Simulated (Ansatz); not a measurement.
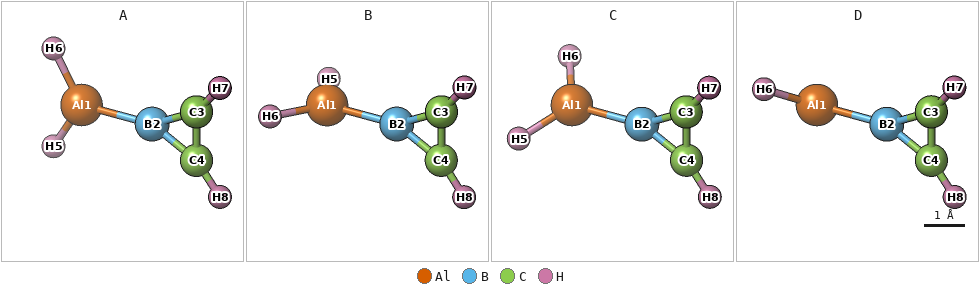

4 geometries from a converged minimum-energy path of C$_{2}$H$_{4}$AlB, shuffled. Style: ball-and-stick. Shown at a tilt.

Computed with RKS PBE0-D4/def2-SVP (Ansatz 0.2.0). Run with 5 movable images; climbing image; force threshold 0.03 eV/Å; iteration limit 60; starting path by image-dependent pair potential.

Which of them lies highest in energy?

A. In order along the path, whose images run from 0 to 6: B (image 0, 0.000 eV), D (image 1, +0.032 eV), A (image 3, +0.129 eV), C (image 5, +0.032 eV). The motion is a rotation about the Al1–B2 bond by about 180°. No bond forms or breaks between the ends.

Cost: 52 s on 1 thread of Intel(R) Xeon(R) 6975P-C (Granite Rapids), with other jobs on the host, peak memory 0.17 GiB.
